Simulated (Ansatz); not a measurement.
**CH₂OSSi (SMILES O=C1[SiH2]S1): density, localisation and related maps**

Input file:

```
crystal:
  periodic: [false, false, false]
  atoms:
    - {symbol: O, position_ang: [-0.653718, -2.076138, 0.526375]}
    - {symbol: C, position_ang: [-0.414980, -0.991275, 0.144409]}
    - {symbol: Si, position_ang: [0.502169, 0.625592, 0.033490]}
    - {symbol: S, position_ang: [-1.407414, 0.149652, -0.921956]}
    - {symbol: H, position_ang: [1.697070, 0.689362, -0.915078]}
    - {symbol: H, position_ang: [0.312621, 1.693911, 1.118769]}
basis:
  gaussian: {orbitals: def2-TZVPP}
hamiltonian: {xc: pbe0, dispersion: d4}
output: {forces: true, orbitals: {seedname: orbitals}}
```

Run with:

```sh
ansatz run in.yaml --threads 2 --pin off --events-out ev --progress --plain --max-ram 3481MiB
```

Geometry: a frame of the PBE0-D4/def2-SVP trajectory; not at a stationary point (largest force 1.0 eV/Å).

Theory: RKS PBE0-D4/def2-TZVPP (Ansatz 0.2.0).

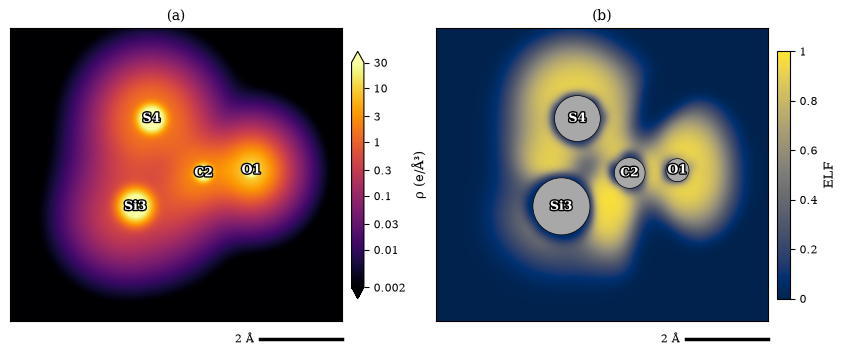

Figure 1. (a) electron density; (b) electron localisation function on the plane of atoms C2, Si3 and S4. Grey discs cover the atomic cores in the ELF map.

Read the bonding off the picture.

The plane passes through O, C, Si and S nuclei.
C–O (1.17 Å): ρ at the midpoint is about 3.7 e/Å³; the ELF peaks at about 0.85 between the atoms; a short, multiple covalent bond.
C–S (1.85 Å): ρ is about 1.1 e/Å³ halfway; the ELF peaks at about 0.85 between the atoms (localised, covalent bonding).
C–Si (1.86 Å): the density is about 0.9 e/Å³ at the midpoint; the ELF peaks at about 0.90 between the atoms: localised, covalent bonding.
Si–S (2.19 Å): ρ is about 0.71 e/Å³ halfway, with its minimum of 0.58 e/Å³ about 0.8 Å from Si; the ELF peaks at about 0.75 between the atoms (a covalent bond).
The ELF also peaks beside O1 and S4, away from the bonds: lone-pair regions.

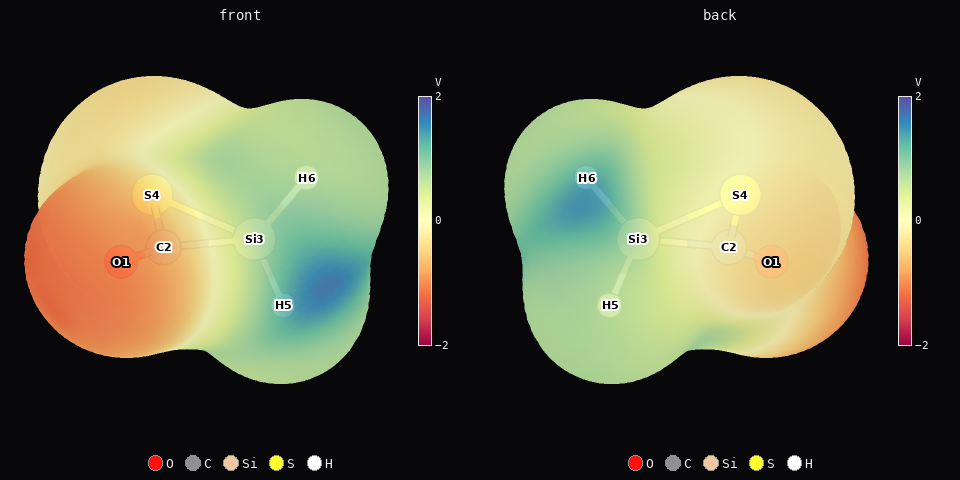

Figure 2. The molecular electrostatic potential painted on the density surface at 0.001 e/bohr³, seen from the front and from behind; the colour scale runs from red (negative) to blue (positive).

Where is the surface potential most negative and most positive?

The most negative region (about −1.2 V) lies over O1, the most positive (about +1.7 V) over Si3. O1 is the likeliest acceptor of a hydrogen bond.

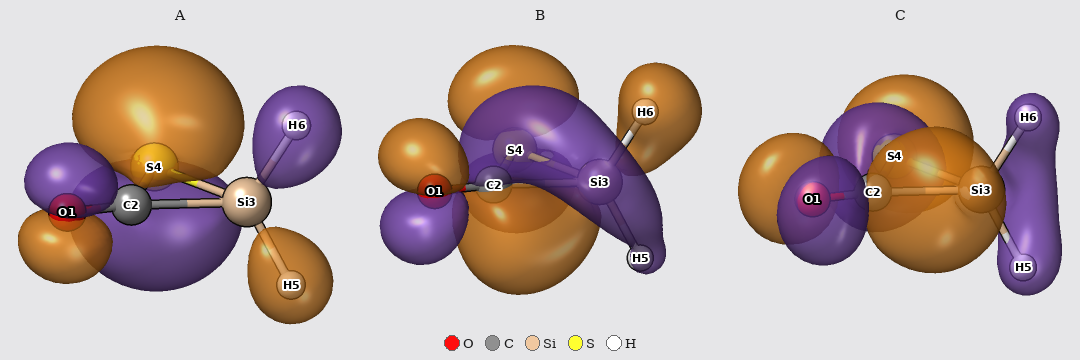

Figure 3. Three frontier orbitals at ±0.08 Å⁻³ᐟ² (orange and purple are the two phases), in no order.

Order the three orbitals by energy and name them.

A is the HOMO−1 (−7.89 eV). By Hirshfeld shares it lies mainly on S4 (about 70 %) and O1 (about 10 %); largely a lone pair of S4. C is the HOMO (−7.09 eV). It lies mainly on O1 (about 35 %), S4 (about 30 %), C2 (about 15 %) and Si3 (about 15 %). B is the LUMO (−1.68 eV). Its weight (Hirshfeld) is mainly on C2 (about 30 %), Si3 (about 20 %), O1 (about 20 %) and S4 (about 20 %).

What is the HOMO–LUMO gap?

5.41 eV between the orbital energies.
